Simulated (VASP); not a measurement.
Band structure of C (space group Fd-3m). All values below come from PBEsol GGA, VASP's PBE PAW potentials (set 64) (plane waves; VASP).

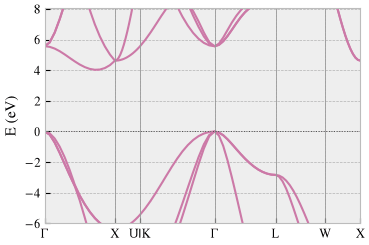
Figure: Bands along high-symmetry lines, zero at the valence-band maximum or, without a gap, the Fermi level

Problem. Read the plot: is there a gap, and where are the band edges?

Solution. The gap is indirect, 4.03 eV, from the valence maximum at Γ to the conduction minimum at Γ-X at 0.71. (Edges off the drawn lines would not show.)

The structure comes from a computed database's C entry (Fd-3m); how it stands against other phases isn't given here. It was relaxed first.
